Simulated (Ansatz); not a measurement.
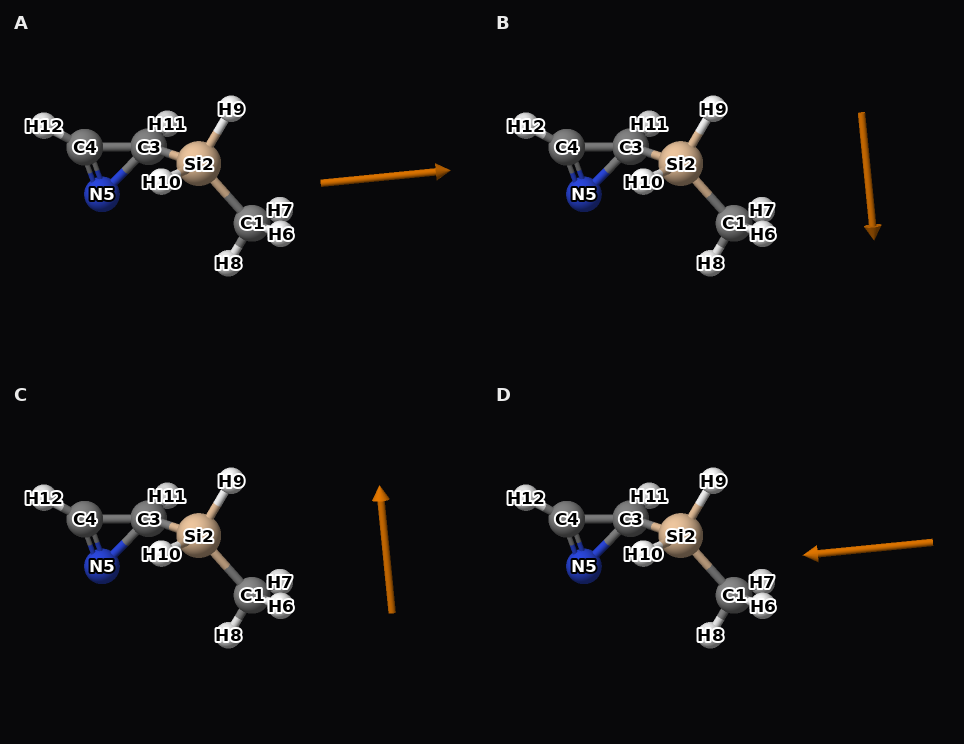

The same molecule four times, each with an arrow. The geometry was computed by an optimisation with PBE0-D4/def2-TZVP. No frequency run is at hand to confirm it as a minimum. Method: RKS PBE0-D4/def2-TZVP (Ansatz 0.2.0).

### Which arrow points along the dipole moment, from the negative to the positive end?

C. The dipole moment is 1.42 D; it points from the side of H8 to the side of H9 (the outermost atoms at the two ends).
